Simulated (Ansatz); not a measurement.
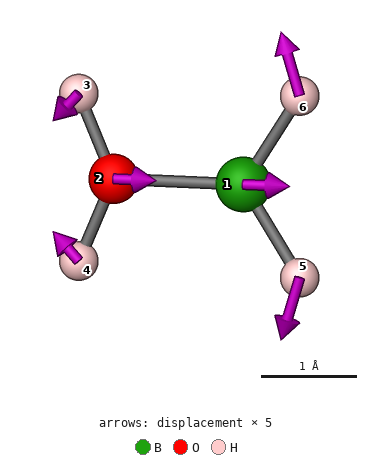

This is a relaxation of BH₄O (charge +1). The starting structure is drawn; purple arrows show the displacements, magnified 5 times. The two geometries are superimposed by the best rigid fit.

The picture is a ball-and-stick view, seen at a tilt.

It is one of the separated reactants of a reaction.

Theory: RKS PBE-D4/def2-SVP (Ansatz 0.2.0). Settings: force threshold 0.03 eV/Å; at most 250 steps.

Q: Atoms of which element are displaced furthest, and by how much?

A: Hydrogen: up to 0.14 Å, against 0.11 Å for boron.

Q: What did the optimiser do to the structure, and how much energy did it gain?

A: The largest moves after the best rigid fit, 0.14 Å, are those of H5 and H6. By element the largest moves are H 0.14 Å, B 0.11 Å, O 0.10 Å. Near-neighbour distances that change, for instance: B1–H5 1.150 → 1.200 Å, O2–H3 0.970 → 0.990 Å, B1–O2 1.441 → 1.449 Å. Among the angles between lasting bonds that change: H3–O2–H4 132.9° → 113.4°, H5–B1–H6 114.0° → 132.9°, B1–O2–H3 113.5° → 123.3°. The energy falls by 0.465 eV in 4 geometry steps. The largest force component goes from 2.8 to 0.015 eV/Å.
